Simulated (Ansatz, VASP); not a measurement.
## AlSi2: VASP beside Ansatz

Aim: how closely do two programs agree when they are given the same cell, functional and k mesh? The cell is invented: As first built, before any earlier steps moved the atoms: it takes the YSi2 structure with some of its atoms replaced by other elements, volume scaled by an estimate. It may not be a known or stable phase. The cell comes out of the VASP series on this material, whose earlier steps may have relaxed, scaled or displaced it; both programs get it as it stands.

Method: plane waves, with VASP 6.6.1 beside it; relaxation of cell and atoms at PBE, in Ansatz 0.2.0.

## 1. Set-up

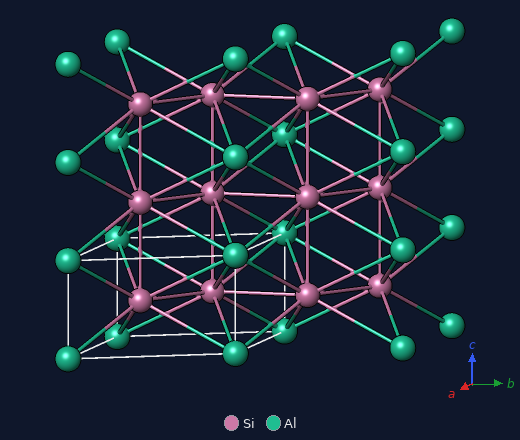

The starting structure, seen slightly off an axis (silicon pink, aluminium teal). 1×2×3 cells are drawn. Some periodic images of atoms are drawn too.

## 2. Ansatz: relaxation of cell and atoms, PBE

Ansatz runs on its default PAW (the set named soft_2) files.

The relaxed volume is the usual yardstick between codes: its relative difference is about their pressure difference at one cell divided by the bulk modulus.

input.yaml

```yaml
crystal:
  lattice:
    - [4.5104309096, 1.494e-07, 0.0]
    - [-2.2552147142, 3.9061467857, 0.0]
    - [0.0, 0.0, 2.5989423658]
  atoms:
    - { symbol: Si, position: [0.33333333, 0.66666667, 0.5] }
    - { symbol: Si, position: [0.66666667, 0.33333333, 0.5] }
    - { symbol: Al, position: [0.0, 0.0, 0.0] }
hamiltonian:
  xc: pbe
  pseudopotentials: { kind: paw }
kpoints:
  mp_grid: { grid: [6, 6, 9] }
scf:
  occupations: { method: fermi_dirac, width: 0.05 }
relax:
  f_tol: 0.01
  max_steps: 60
  cell: { stress_tol: 0.05 }
output:
  forces: true
  stress: true
```

Command:

```console
$ ansatz run input.yaml --threads 4 --pin off --max-ram 9216MiB --backend cpu --events-out ev --progress --plain --runs-dir out
```

Numbers of over 12 decimals in the logs are rounded to 6 here.

Output:

```text
Warning: the atoms were moved onto the symmetric positions of the space group found under crystal.symmetry.tolerance 1.0e-5 (fractional; no operation is sought that the atoms, as they stand in a round, miss by more than twice it, and no atom is moved by as much as it), and the run uses the moved positions. Before a round's move an operation carried an atom to 4.51e-8 Å from where it should land, the largest such dist [...]
Engine: ansatz 0.2.0, aarch64-unknown-linux-gnu
Pseudopotentials: kind: paw
Pseudopotential: Si, paw, valence charge 4, recommended cutoff 420 eV (normal), Si.paw.azcp
Pseudopotential: Al, paw, valence charge 3, recommended cutoff 420 eV (normal), Al.paw.azcp
Functional definition: PBE
  parameter kappa = 0.804
  parameter beta = 0.066725
  exchange = pbe_x(kappa = kappa, mu = beta*pi^2/3)
  correlation = pbe_c(beta = beta)
Crystal: 3 atoms, lattice volume = 45.789 Å³
Basis set: ecut = 420 eV, 903 PW (Γ), exchange–correlation on 64×64×36 points (8 copies of the dense FFT grid, shifted against one another)
Bands: 10, of which v1, the nominal top of the filled ones, is band 6 counted from 1 (5 counted from 0)
Symmetry: 24 space group operations
Space group: P6/mmm (ITA 191), of the structure as read, at distance tolerance 3.6e-5 Å
k-points: 35 of 324
Non-local potential: Si, projectors of the file, l = 0: 2, l = 1: 2, l = 2: 2
Non-local potential: Al, projectors of the file, l = 0: 2, l = 1: 2, l = 2: 1
PAW form: soft (Blöchl's): semilocal exchange-correlation on the pseudo side does not see the compensation charge
PAW one-centre angular grid: Si, 110 points (default); XC on 64 Gauss nodes
PAW one-centre angular grid: Al, 110 points (default); XC on 64 Gauss nodes
Initial density: superposition of atomic densities (neutral atoms: chi_scale 0, normalization atom), corrected by the library's trained network
Initial wavefunctions: pseudopotential atomic-orbital guess
Functional: x = pbe(κ = 0.804, μ = 0.219515), c = pbe(β = 0.066725)
SCF iter   1: F=—  HF=-1808.224208 eV  |F-HF|=—  |Δ(HF+E_count)|=         —  Δρ=2.07e-3  dr2=1.88e-3  ethr=1.77e-3  ⟨swp⟩=5.5  Hψ=2557  notcnv=0
preconditioner: auto → none  [metal: Δε(μ)=0.053 eV  Ē_g=8.865 eV  σ=0.050 eV  W_gap=0.26  n_scr=6 (ndim 8)  ℏωp=18.2 eV  f_vac=0.000  D(μ)=1.53/eV (n_scr^D=8)  sad-step TF]
SCF iter   2: F=—  HF=-1808.224273 eV  |F-HF|=—  |Δ(HF+E_count)|=   6.45e-5  Δρ=1.23e-3  dr2=6.68e-4  ethr=1.71e-5  ⟨swp⟩=1.7  Hψ=680  notcnv=0
SCF iter   3: F=—  HF=-1808.224206 eV  |F-HF|=—  |Δ(HF+E_count)|=   6.68e-5  Δρ=1.08e-4  dr2=1.31e-5  ethr=6.07e-6  ⟨swp⟩=2.2  Hψ=535  notcnv=0
SCF iter   4: F=—  HF=-1808.224216 eV  |F-HF|=—  |Δ(HF+E_count)|=   1.04e-5  Δρ=3.75e-5  dr2=3.83e-7  ethr=1.19e-7  ⟨swp⟩=2.6  Hψ=522  notcnv=0
iter 5 did not close the SCF: its close was put off for the readings that it lacked (scf_convergence_deferred on its scf_iter line)
SCF iter   5: F=-1808.224217 eV  HF=-1808.224217 eV  |F-HF|=1.85e-8  |Δ(HF+E_count)|=   2.70e-7  Δρ=8.79e-6  dr2=1.43e-8  ethr=3.48e-9  ⟨swp⟩=2.3  Hψ=523  notcnv=0
SCF iter   6: F=-1808.224217 eV  HF=-1808.224217 eV  |F-HF|=1.59e-10  |Δ(HF+E_count)|=   1.97e-8  Δρ=8.41e-7  dr2=1.42e-10  ethr=1.30e-10  ⟨swp⟩=1.0  Hψ=1035  notcnv=0
SCF 1 converged in 6 iterations: F = -1808.224217 eV  dr2 = 1.42e-10
  greatest PAW one-centre occupation: 0.660 electrons in one spin orbital (limit 2), on the Si atom at site 1 (counted from 0), in its partial waves of l = 0
relax step   1: F+E_penalty+E_count = -1808.22421678 eV  Δ(F+E_penalty+E_count) = +0.000e0 eV  max|allowed force component| = 6.014e-17 eV/Å  Δτ_max = 0.0000 Å  P = +0.460 GPa  Ω = 45.789 Å³  (6 SCF iters, dr2 threshold 1.00e-7 eV, accepted)
[... from here on, the SCF cycles and remarks between the steps are left out ...]
relax step   2: F+E_penalty+E_count = -1808.22762135 eV  Δ(F+E_penalty+E_count) = -3.405e-3 eV  max|allowed force component| = 2.342e-17 eV/Å  Δτ_max = 0.0000 Å  P = -0.001 GPa  Ω = 45.948 Å³  energy of the carried Pulay correction = -3.383e-5 eV  (5 SCF iters, dr2 threshold 3.00e-7 eV, accepted)
relax step   3: F+E_penalty+E_count = -1808.24424131 eV  Δ(F+E_penalty+E_count) = -1.662e-2 eV  max|allowed force component| = 7.864e-17 eV/Å  Δτ_max = 0.0000 Å  P = -0.476 GPa  Ω = 45.993 Å³  energy of the carried Pulay correction = -3.755e-5 eV  (4 SCF iters, dr2 threshold 3.00e-7 eV, accepted)
relax step   4: F+E_penalty+E_count = -1808.27301732 eV  Δ(F+E_penalty+E_count) = -2.878e-2 eV  max|allowed force component| = 9.252e-17 eV/Å  Δτ_max = 0.0000 Å  P = -0.364 GPa  Ω = 45.774 Å³  energy of the carried Pulay correction = +3.205e-5 eV  (5 SCF iters, dr2 threshold 3.00e-7 eV, accepted)
relax step   5: F+E_penalty+E_count = -1808.23988849 eV  Δ(F+E_penalty+E_count) = +3.313e-2 eV  max|allowed force component| = 4.395e-17 eV/Å  Δτ_max = 0.0000 Å  P = +2.196 GPa  Ω = 45.078 Å³  energy of the carried Pulay correction = +2.227e-4 eV  (5 SCF iters, dr2 threshold 3.00e-7 eV, rejected (line search))
relax step   6: F+E_penalty+E_count = -1808.28529477 eV  Δ(F+E_penalty+E_count) = -1.228e-2 eV  max|allowed force component| = 1.365e-16 eV/Å  Δτ_max = 0.0000 Å  P = -0.864 GPa  Ω = 46.190 Å³  energy of the carried Pulay correction = -5.013e-5 eV  (7 SCF iters, accepted)
relax step   7: F+E_penalty+E_count = -1808.28578577 eV  Δ(F+E_penalty+E_count) = -4.910e-4 eV  max|allowed force component| = 6.168e-17 eV/Å  Δτ_max = 0.0000 Å  P = +0.894 GPa  Ω = 45.269 Å³  energy of the carried Pulay correction = +1.580e-4 eV  (4 SCF iters, dr2 threshold 3.00e-7 eV, accepted)
relax step   8: F+E_penalty+E_count = -1808.28692069 eV  Δ(F+E_penalty+E_count) = -1.135e-3 eV  max|allowed force component| = 8.018e-17 eV/Å  Δτ_max = 0.0000 Å  P = -0.011 GPa  Ω = 45.710 Å³  energy of the carried Pulay correction = +5.648e-5 eV  (4 SCF iters, dr2 threshold 3.00e-7 eV, accepted)
relax step   9: F+E_penalty+E_count = -1808.28693527 eV  Δ(F+E_penalty+E_count) = -1.458e-5 eV  max|allowed force component| = 5.243e-17 eV/Å  Δτ_max = 0.0000 Å  P = -0.004 GPa  Ω = 45.714 Å³  energy of the carried Pulay correction = +5.614e-5 eV  (3 SCF iters, dr2 threshold 3.61e-8 eV, accepted)
relax step  10: F+E_penalty+E_count = -1808.28774019 eV  Δ(F+E_penalty+E_count) = -8.049e-4 eV  max|allowed force component| = 1.789e-16 eV/Å  Δτ_max = 0.0000 Å  P = +0.017 GPa  Ω = 45.714 Å³  stress off target by 5.75e-2 GPa  SCF on the basis re-selected at this cell (its energy is not comparable with the rows above)  (6 SCF iters)
relax step  11: F+E_penalty+E_count = -1808.28773952 eV  Δ(F+E_penalty+E_count) = +6.714e-7 eV  max|allowed force component| = 9.098e-17 eV/Å  Δτ_max = 0.0000 Å  P = +0.000 GPa  Ω = 45.724 Å³  energy of the carried Pulay correction = -2.890e-6 eV  (3 SCF iters, dr2 threshold 8.27e-9 eV, accepted)
relax step  12: F+E_penalty+E_count = -1808.28774653 eV  Δ(F+E_penalty+E_count) = -7.011e-6 eV  max|allowed force component| = 1.280e-16 eV/Å  Δτ_max = 0.0000 Å  P = +0.000 GPa  Ω = 45.724 Å³  stress off target by 1.49e-3 GPa  SCF on the basis re-selected at this cell (its energy is not comparable with the rows above)  (4 SCF iters)
basis re-selected at this cell: Δ(F+E_penalty+E_count) = -7.011e-6 eV, ΔP = +0.000 GPa vs the last step (what re-selecting the basis moved, of the pressure what is left beyond the Pulay correction that the steps carried, after the strain that the cell walked since its last selection, with what the two solves' SCF thresholds leave and, on support functions, any second-order correction that the steps lacked; it is no m [...]
SCF converged after 4 iterations
Free energy (F): -1808.287747 eV
Harris-Foulkes:  -1808.287747 eV  (|F-HF|=1.82e-12)
Internal energy: -1808.275058 eV  (E = F + TS)
E sigma→0 (E₀):  -1808.281402 eV
Entropy (-TS):   -0.012689 eV (-4.230 meV/atom)
Fermi energy:    9.774545 eV
--- Per-component energies (eV) ---
  E_band       = 47.138698
  E_kinetic    = 104.723956
  E_local      = 4.469168  (includes V_loc(G=0)·N_el)
  E_nonlocal   = 61.172589
  E_hartree    = 4.463380
  E_xc         = -151.671339
  E_vxc        = -124.523790  (∫ρ·V_xc dr)
  E_paw        = -1491.794317  (= ΣΔE_a)
  E_vpaw       = -7.630006  (= ΣTr[D̂ρ^β])
  E_aug_tail   = 0.000011  (compensation charges beyond the density's cutoff)
  E_ewald      = -339.638506
  E_smearing   = -0.012689  (= −TS)
  E_closure    = -0.000000  (closes the sum)
  Σ components = -1808.287747   (vs F -1808.287747, Δ=0.00e0)
--- Forces (eV/Å), atoms counted from 1 ---
  atom   1  Si     0.00000000    -0.00000000     0.00000000
  atom   2  Si    -0.00000000     0.00000000    -0.00000000
  atom   3  Al     0.00000000    -0.00000000     0.00000000
  max |Σ_I F_I| component: 9.25e-18 eV/Å
--- Stress (GPa, compression-positive) ---
       -0.000207       0.000000       0.000000
        0.000000      -0.000207       0.000000
        0.000000       0.000000       0.001486
  P = ⅓ Tr σ = 0.0004 GPa (0.004 kbar)
--- Relaxed structure (10 steps of the walk, 9 accepted, 2 SCFs on fresh bases) ---
  F+E_penalty+E_count = -1808.28774653 eV   max|allowed force component| = 1.280e-16 eV/Å   (the final SCF, on the basis selected at the relaxed cell)
  cell:  # Å, volume = 45.7245 Å³
    - [4.363736, -3.4140858044257934e-7, 0]
    - [-2.181868, 3.779106, 2.4812560738077988e-18]
    - [0, 1.6508955591533061e-18, 2.772688]
  atoms:
    - { symbol: Si, position: [0.333333, 0.666667, 0.500000] }
    - { symbol: Si, position: [0.666667, 0.333333, 0.500000] }
    - { symbol: Al, position: [0, 0, 0.0] }
```

Wall time 4.6 s (4 threads of Arm Neoverse V2, shared host); peak memory 0.3 GiB.

## 3. VASP: relaxation of cell and atoms, PBE

The same cell, functional, mesh and smearing now go to VASP, with its own data sets and cutoff.

Lines of VASP's logs that name or quote its potential files are left out, and so is its time.

INCAR

```
SYSTEM = AlSi2
PREC = Accurate
ENCUT = 400
EDIFF = 1E-06
NELM = 100
ISMEAR = -1
SIGMA = 0.05
LREAL = .FALSE.
ALGO = Normal
GGA = PE
LORBIT = 11
LWAVE = .FALSE.
LCHARG = .FALSE.
KPAR = 4
IBRION = 2
NSW = 60
ISIF = 3
EDIFFG = -0.01
```

POSCAR

```
AlSi2
1.0
    4.5104309096      0.0000001494      0.0000000000
   -2.2552147142      3.9061467857      0.0000000000
    0.0000000000      0.0000000000      2.5989423658
Si Al
2 1
Direct
    0.3333333300      0.6666666700      0.5000000000
    0.6666666700      0.3333333300      0.5000000000
    0.0000000000      0.0000000000      0.0000000000
```

KPOINTS

```
Automatic mesh
0
Gamma
6 6 9
0 0 0
```

PAW data sets: Si and Al (PBE family, release 64).

Command:

```console
$ mpirun -np 4 vasp_std
```

Output:

```text
[banner, memory and clock lines left out]
running    4 mpi-ranks, on    1 nodes
 distrk:  each k-point on    1 cores,    4 groups
 distr:  one band on    1 cores,    1 groups

 POSCAR found type information on POSCAR SiAl
 POSCAR found :  2 types and       3 ions
 LDA part: xc-table for (Slater+PW92), standard interpolation
 POSCAR, INCAR and KPOINTS ok, starting setup
 FFT: planning ... GRIDC
 FFT: planning ... GRID_SOFT
 FFT: planning ... GRID
 WAVECAR not read
 entering main loop
       N       E                     dE             d eps       ncg     rms          rms(c)
DAV:   1     0.103282657251E+02    0.10328E+02   -0.34839E+03   646   0.727E+02
DAV:   2    -0.130864964372E+02   -0.23415E+02   -0.22538E+02   856   0.102E+02
DAV:   3    -0.137625674239E+02   -0.67607E+00   -0.66101E+00   804   0.172E+01
DAV:   4    -0.137686200330E+02   -0.60526E-02   -0.60437E-02   863   0.158E+00
DAV:   5    -0.137686432374E+02   -0.23204E-04   -0.23202E-04   788   0.967E-02    0.404E+00
DAV:   6    -0.137157491550E+02    0.52894E-01   -0.47067E-02   754   0.117E+00    0.229E+00
DAV:   7    -0.136907990391E+02    0.24950E-01   -0.29005E-02   770   0.105E+00    0.224E-01
DAV:   8    -0.136898125168E+02    0.98652E-03   -0.22008E-03   705   0.299E-01    0.108E-01
DAV:   9    -0.136897555921E+02    0.56925E-04   -0.14451E-04   770   0.902E-02    0.657E-02
DAV:  10    -0.136897573582E+02   -0.17661E-05   -0.31793E-06   758   0.130E-02    0.456E-03
DAV:  11    -0.136897571510E+02    0.20725E-06   -0.29344E-07   402   0.361E-03
   1 F= -.13689757E+02 E0= -.13683357E+02  d E =-.136898E+02
[... from here on, the cycles between the ionic steps are left out ...]
   2 F= -.13694629E+02 E0= -.13688657E+02  d E =-.487204E-02
   3 F= -.13711646E+02 E0= -.13707218E+02  d E =-.218886E-01
   4 F= -.13711641E+02 E0= -.13706287E+02  d E =-.218840E-01
   5 F= -.13712000E+02 E0= -.13707082E+02  d E =-.222432E-01
   6 F= -.13712574E+02 E0= -.13707435E+02  d E =-.573829E-03
   7 F= -.13713759E+02 E0= -.13708035E+02  d E =-.175847E-02
   8 F= -.13715328E+02 E0= -.13708287E+02  d E =-.332811E-02
   9 F= -.13729826E+02 E0= -.13724403E+02  d E =-.178255E-01
  10 F= -.13730820E+02 E0= -.13724172E+02  d E =-.188199E-01
  11 F= -.13739642E+02 E0= -.13733320E+02  d E =-.276419E-01
  12 F= -.13744781E+02 E0= -.13738184E+02  d E =-.513841E-02
  13 F= -.13749431E+02 E0= -.13742428E+02  d E =-.978842E-02
  14 F= -.13749503E+02 E0= -.13742481E+02  d E =-.986112E-02
  15 F= -.13751158E+02 E0= -.13744174E+02  d E =-.165490E-02
 trial-energy change:   -0.001655  1 .order   -0.001650   -0.001851   -0.001449
 step:   1.0954(harm=  1.3253)  dis= 0.00000  next Energy=   -13.753307 (dE=-0.380E-02)
 bond charge predicted
       N       E                     dE             d eps       ncg     rms          rms(c)
DAV:   1    -0.137549545736E+02   -0.37966E-02   -0.71264E-02   762   0.168E+00    0.178E-01
DAV:   2    -0.137539388310E+02    0.10157E-02   -0.22358E-03   703   0.364E-01    0.102E-01
DAV:   3    -0.137534871482E+02    0.45168E-03   -0.13217E-03   792   0.213E-01    0.166E-02
DAV:   4    -0.137534884178E+02   -0.12696E-05   -0.48968E-05   669   0.566E-02    0.131E-02
DAV:   5    -0.137534886165E+02   -0.19876E-06   -0.12495E-06   466   0.792E-03
  16 F= -.13753489E+02 E0= -.13747049E+02  d E =-.398521E-02
 curvature:  -0.63 expect dE=-0.251E-04 dE for cont linesearch -0.234E-04
 ZBRENT: extrapolating
 opt :   1.1821  next Energy=   -13.753510 (dE=-0.401E-02)
 bond charge predicted
[... the rest is left out ...]
```

[end of part 1 of 2]

[Lines on the potential files, build, host, timing and source positions are cut from VASP's logs without a mark.]

[Logs are printed without paths, hosts, clocks, repeated set-up lines and the standing remarks that a program may print on its own settings, such as how far it seeks lower states.]

[Hosts, paths, dates, database ids (printed as entryN), source tags and the programs' standing remarks are cut or masked in the printed files.]
